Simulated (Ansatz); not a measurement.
C2H8Ge

```xyz
11

C    -0.7767    1.1507   -0.3631
C    -0.4337   -0.3257   -0.5033
Ge    1.0293   -0.8884    0.6735
H     0.0795    1.7859   -0.6051
H    -1.5947    1.4364   -1.0302
H    -1.0855    1.3955    0.6566
H    -0.1424   -0.5612   -1.5306
H    -1.3020   -0.9498   -0.2747
H     0.6504   -0.6342    2.1454
H     2.3023   -0.0801    0.3566
H     1.3387   -2.3861    0.4953
```

Geometry: PBE0-D4/def2-TZVP.

Theory: Ansatz 0.2.0, RKS PBE0-D4/def2-TZVPP.

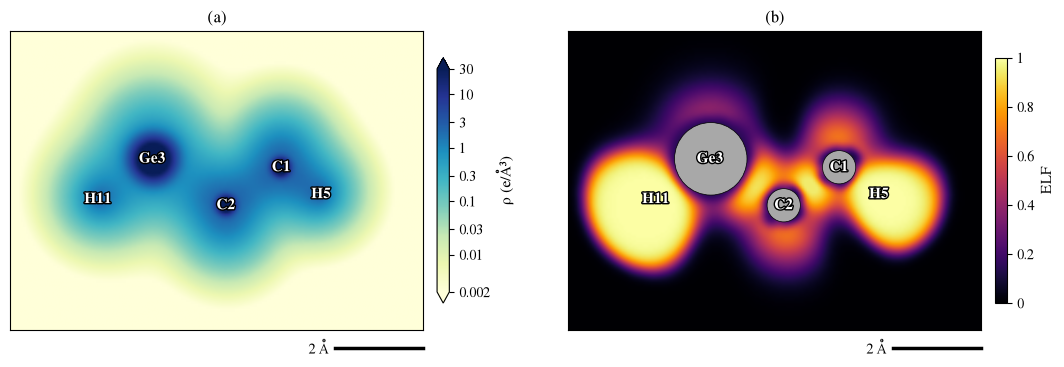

Figure 1. (a) electron density; (b) electron localisation function on the plane of atoms C2, C1 and H5. Grey discs cover the atomic cores in the ELF map.

Read the bonding off the picture.

Answer. Atoms in the plane: C, Ge and H.
C–C (1.52 Å): ρ at the midpoint is about 1.6 e/Å³; the ELF peaks at about 0.95 between the atoms, as expected for a shared electron pair.
C–Ge (1.96 Å): ρ is about 0.88 e/Å³ halfway; the ELF peaks at about 0.90 in the valence shell of C, 0.7 Å from its nucleus, and is about 0.75 at the midpoint.
C–H (1.09 Å): the density is about 2 e/Å³ at the midpoint; the ELF climbs to about 1 towards the hydrogen, as it does in any bond to H; an ordinary covalent bond to hydrogen.
Ge–H (1.54 Å): ρ is about 1.1 e/Å³ halfway; the ELF climbs to about 1 towards the hydrogen.

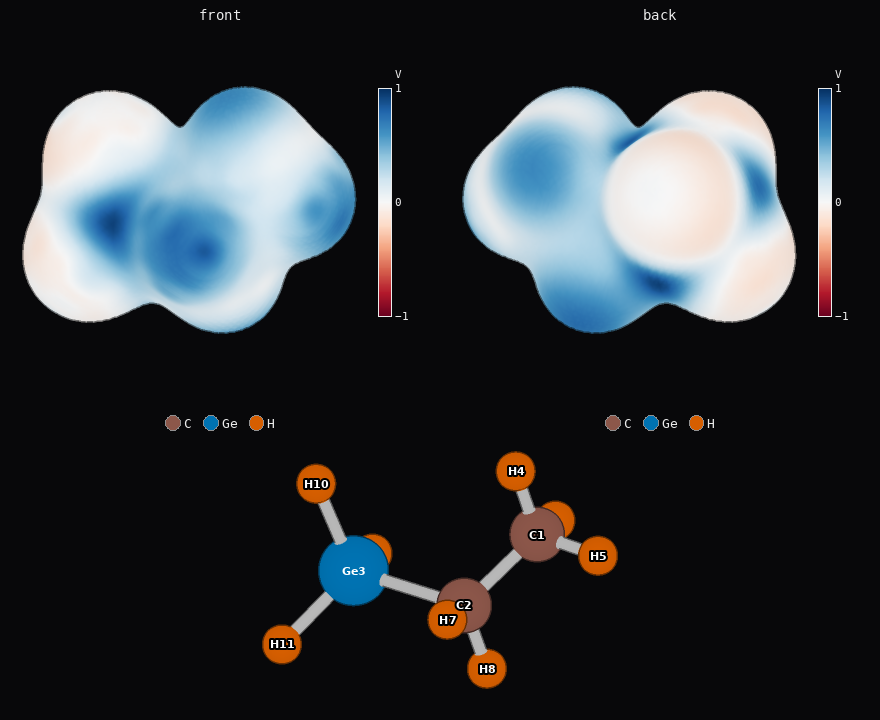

Figure 2. The electrostatic potential painted on the density surface at 0.002 e/bohr³, seen from the front and from behind; red is negative and blue positive. The bare structure is drawn below in the same view.

Where is the surface potential most negative and most positive?

Answer. The most negative region (about −0.1 V) lies over H9, H10 and H11, the most positive (about +0.9 V) over Ge3 and H7.

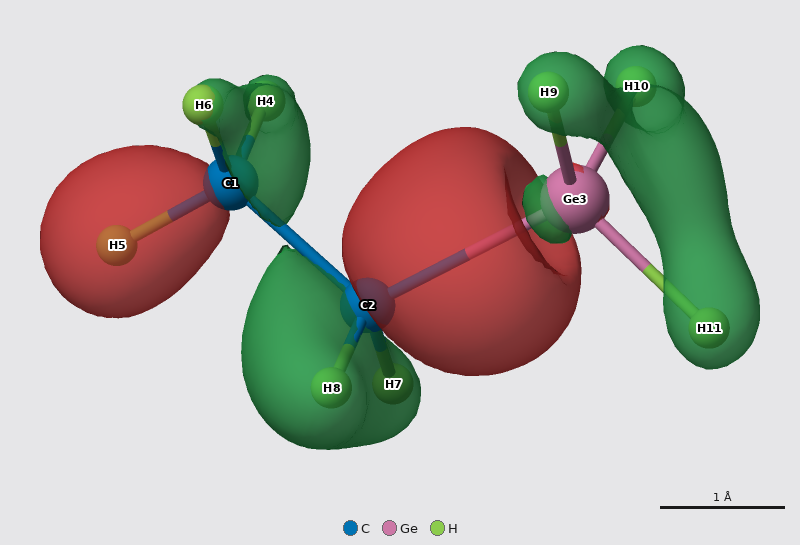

Figure 3. The HOMO at ±0.15 Å⁻³ᐟ² (green and red are the two phases), seen at an oblique angle.

Describe this orbital and give its energy.

Answer. Its weight (Hirshfeld) is mainly on C2 (about 35 %), Ge3 (about 25 %), C1 (about 10 %) and H5 (about 5 %). Its energy is −8.28 eV.
